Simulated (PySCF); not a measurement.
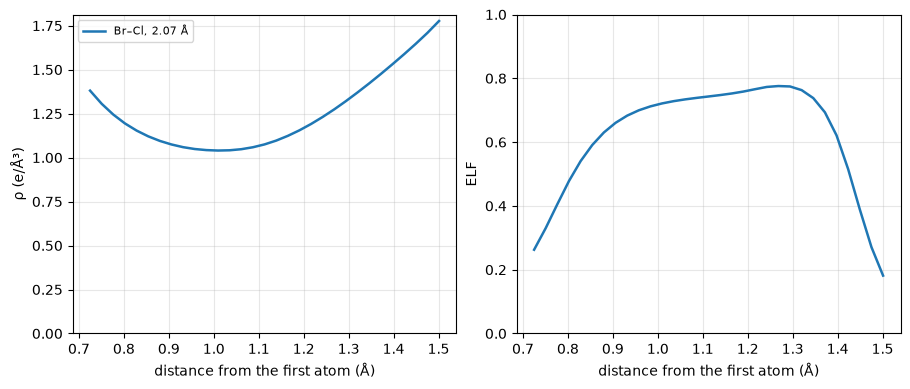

BrCl (SMILES Cl[Br+]) (charge +1, doublet). Electron density and electron localisation function along straight lines between neighbouring atoms. The curves leave out the atomic cores.

Geometry: PBE0-D3(BJ)/ma-def2-SVP.

The calculation used PySCF 2.14.0, density-fitted response routines, DFT single point, gas phase, functional PBE0.

The calculation's input:

```
{"job": {"kind": "sp", "xc": "PBE0", "basis": "ma-def2-TZVP", "d3": "d3bj", "grid": 2}, "charge": 1, "multiplicity": 2}
Cl     1.040506    -0.014916    -0.007598
Br    -1.029408     0.019755    -0.049115
```

Launched as:

```sh
OMP_NUM_THREADS=1 python redox_run.py task.json out
```

### What can be read from the curves?

Br–Cl (2.07 Å): ρ at the midpoint is about 1 e/Å³; the ELF peaks at about 0.80 between the atoms; a covalent bond.
